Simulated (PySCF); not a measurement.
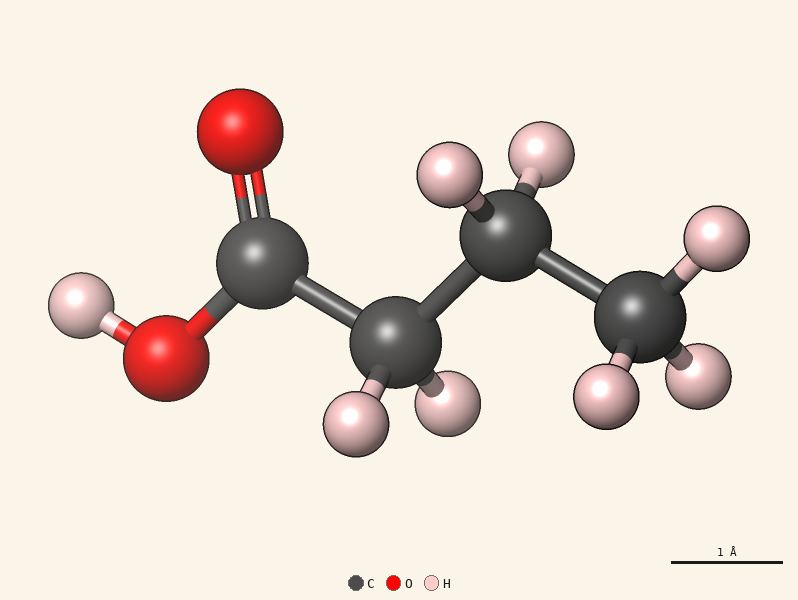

Ball-and-stick drawing of a structure.

Computed geometry: GFN2-xTB optimisation. No frequency run is at hand to confirm it as a minimum.

Question: Count the atoms of each element.

Answer: C₄H₈O₂, 14 atoms: 4 carbon, 8 hydrogen and 2 oxygen.

Question: Name functional groups in it.

Answer: Among them: carboxylic acid.

Question: How many bonds of each kind are drawn?

Answer: 7 C–H, 3 C–C, 2 C–O, 1 O–H.

Question: Describe its rings.

Answer: It has no ring.

Question: What is the point group of this geometry?

Answer: Cs.

More results for the same structure follow; atom numbers are the same in all pictures, views and colours differ.

**NMR shielding**

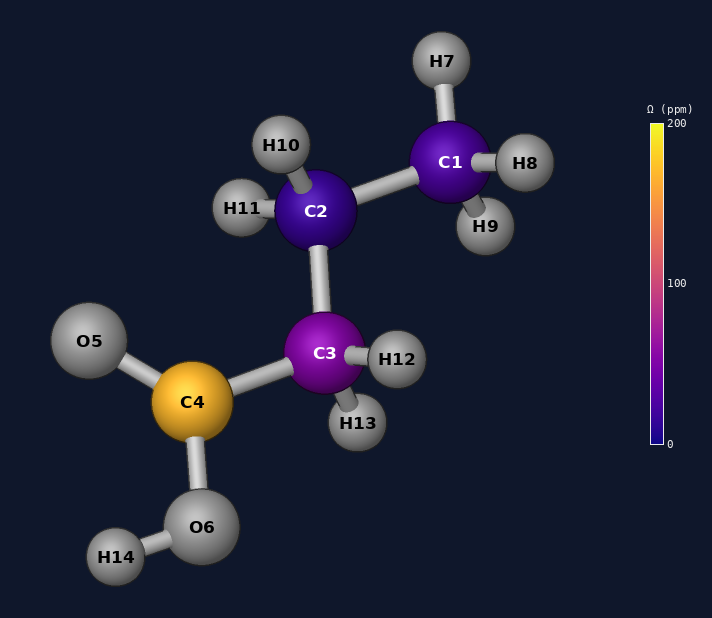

The C atoms are coloured by the span of their shielding tensor. No frequency run is at hand to confirm it as a minimum. Properties computed with GIAO PBE0/pcSseg-1 NMR shielding, non-relativistic, gas phase (PySCF 2.14.0). Principal shieldings σ11 ≤ σ22 ≤ σ33, span Ω = σ33 − σ11, skew κ = 3(σiso − σ22)/Ω.

Question: Which C atom has the most anisotropic shielding?

Answer: C4, with a span of 169 ppm.

Give the shielding tensors of the C atoms.

```json
{"atom": "C1", "σ11": "162.0", "σ22": "164.5", "σ33": "187.3", "σiso": "171.3", "Ω": "25.3", "κ": "0.80"}
{"atom": "C2", "σ11": "155.9", "σ22": "166.5", "σ33": "172.5", "σiso": "165.0", "Ω": "16.6", "κ": "−0.28"}
{"atom": "C3", "σ11": "127.1", "σ22": "140.7", "σ33": "180.3", "σiso": "149.4", "Ω": "53.2", "κ": "0.49"}
{"atom": "C4", "σ11": "−95.8", "σ22": "48.1", "σ33": "73.7", "σiso": "8.7", "Ω": "169.5", "κ": "−0.70"}
```

Shieldings and span in ppm.

**Dipole moment**

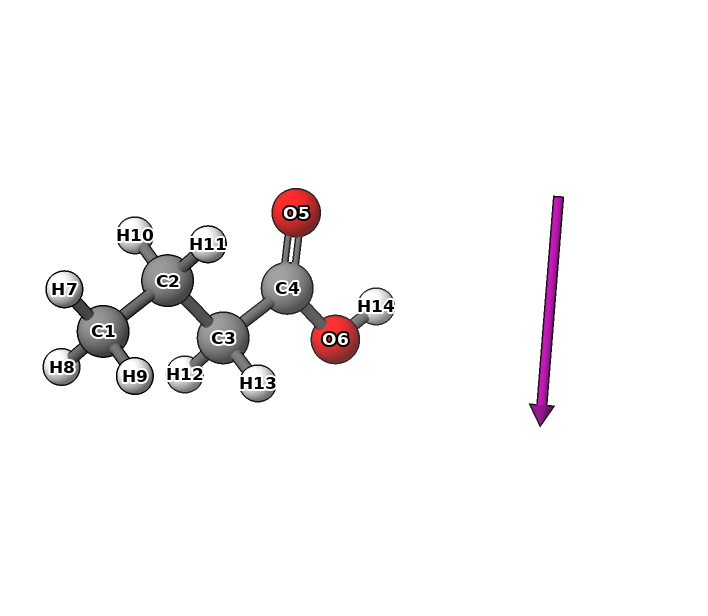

The arrow beside the molecule shows the direction of the dipole moment, from the negative to the positive end (its length means nothing). No frequency run is at hand to confirm it as a minimum. Level of theory: PBE0/pcSseg-1, gas phase (PySCF 2.14.0).

Question: How large is the dipole moment?

Answer: 1.56 D; it points from the side of O5 to the side of H8, H9, H12, H13 (the outermost atoms at the two ends).

**Quadrupole coupling**

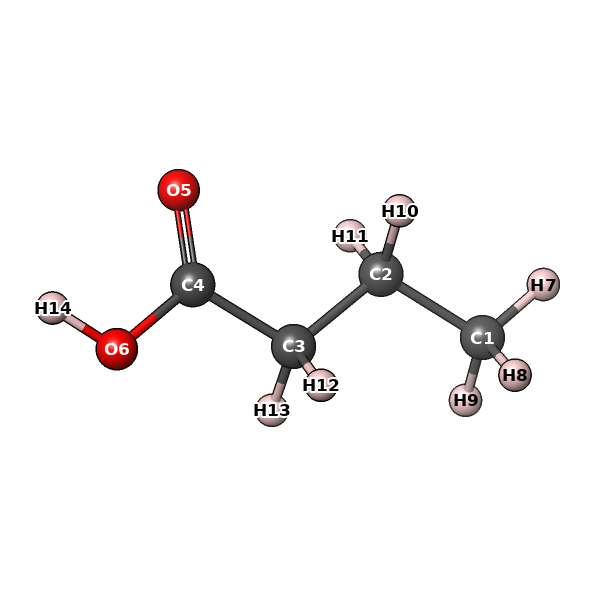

No frequency run is at hand to confirm it as a minimum. Electric field gradients from the ground-state density, PBE0/pcSseg-1 (PySCF 2.14.0), non-relativistic apart from any core potentials.

Give the largest field-gradient component, the quadrupole coupling constant and the asymmetry for 17O at O5 (Q = −25.6 mb), 17O at O6 (Q = −25.6 mb).

```json
{"atom": "O5", "V_zz (a.u.)": "−1.599", "e²qQ/h (MHz)": "9.62", "η": "0.20"}
{"atom": "O6", "V_zz (a.u.)": "1.645", "e²qQ/h (MHz)": "−9.90", "η": "0.46"}
```

**Charges**

The questions are on Hirshfeld charges. No frequency run is at hand to confirm it as a minimum. Properties computed with PBE0/pcSseg-1, gas phase (PySCF 2.14.0).

Give the Hirshfeld charges atom by atom.

```
atom  value (e)
  C1      −0.12
  C2      −0.07
  C3      −0.07
  C4       0.22
  O5      −0.27
  O6      −0.18
  H7       0.04
  H8       0.04
  H9       0.04
 H10       0.04
 H11       0.04
 H12       0.05
 H13       0.05
 H14       0.18
```
